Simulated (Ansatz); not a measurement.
Process, species as SMILES: FOF + H+ → F[OH+]F
B3LYP-D3(BJ)/def2-TZVP geometries, fixed; electronic energies without zero-point terms; positive where energy is released.

Basis-set convergence of the proton affinity at PBE with Ansatz (a program for electronic structure). Cartesian d functions, on some or all atoms, in 6-31G**, 6-31+G*; all else is spherical. The program fits the integrals of some runs and decomposes those of others, by size. The proton sits at the site shown, which need not be the one that binds it best. No added dispersion term, no relativity. Functions are those of the species that has most. Reference: the value in pcseg-4, 115.62 kcal/mol, itself unsure by roughly 0.13 kcal/mol (its mean distance from aug-pcseg-3, aug-cc-pVQZ, cc-pV5Z). Deviations are taken from unrounded values.

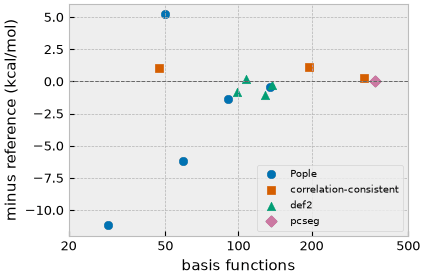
Deviation from the reference against the number of basis functions, by family of sets.

```csv
basis,functions,proton affinity (kcal/mol),minus reference (kcal/mol)
6-31G,29,104.44,-11.18
cc-pVDZ,47,116.63,1.01
6-31G**,50,120.82,5.20
6-31+G*,59,109.44,-6.19
"6-311++G(2d,2p)",91,114.23,-1.40
def2-TZVP,99,114.84,-0.79
def2-TZVPP,107,115.80,0.18
def2-TZVPD,129,114.61,-1.02
"6-311++G(3df,3pd)",135,115.16,-0.46
def2-TZVPPD,137,115.31,-0.31
cc-pVQZ,195,116.72,1.10
cc-pV5Z,328,115.90,0.27
pcseg-4,364,115.62,0.00
```
